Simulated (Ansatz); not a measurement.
```xyz
8

C     0.6213    1.2553   -0.0828
C    -0.2025    0.3865    0.5318
Al   -0.4391   -1.3789   -0.2201
F    -1.4428   -2.4875    0.5229
H     1.1642    0.9932   -1.0010
H     0.8028    2.2724    0.2892
H    -0.7062    0.7331    1.4444
H     0.2944   -1.8312   -1.5402
```

All numbers below come from RKS B3LYP-D4/def2-SVP in Ansatz.

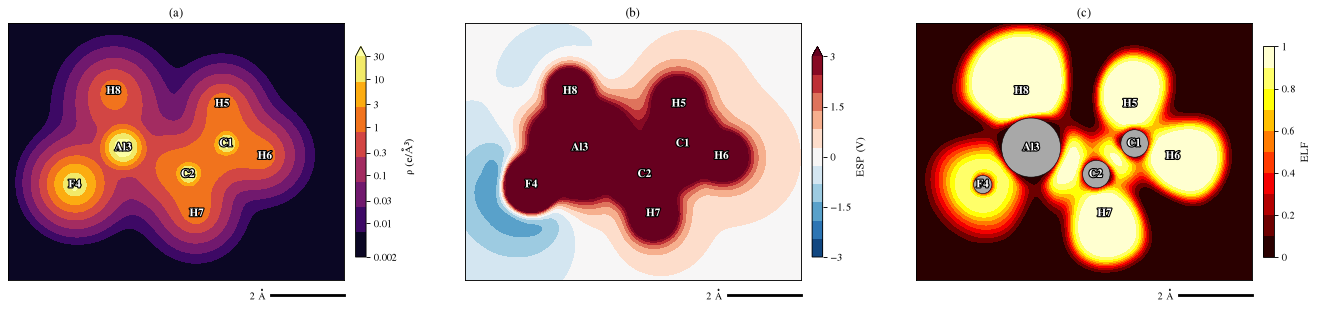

C$_{2}$H$_{4}$AlF (SMILES C=[CH][AlH][F]). (a) electron density; (b) electrostatic potential; (c) electron localisation function on the molecular plane. Grey discs cover the atomic cores in the ELF map.

Q: Interpret the plot.

A: The plane passes through C, Al, F and H nuclei. C–C (1.35 Å): ρ is about 2.2 e/Å³ halfway; the ELF peaks at about 0.90 between the atoms; localised, covalent bonding. Al–F (1.67 Å): ρ is about 0.78 e/Å³ halfway; the ELF peaks at about 0.85 in the valence shell of F, 0.6 Å from its nucleus, and is about 0.25 at the midpoint. C–Al (1.93 Å): ρ is about 0.75 e/Å³ halfway; the ELF peaks at about 0.95 between the atoms; a shared but strongly polarised pair. C–H (1.10 Å): ρ is about 2 e/Å³ halfway; the ELF climbs to about 1 towards the hydrogen, as it does in any bond to H (a covalent bond by its length). Al–H (1.58 Å): ρ is about 0.55 e/Å³ halfway; the ELF climbs to about 1 towards the hydrogen. The ELF also peaks beside F4, away from the bonds: lone-pair regions. Outside the dense part of the molecule the potential is most negative (−1.7 V) near F4.
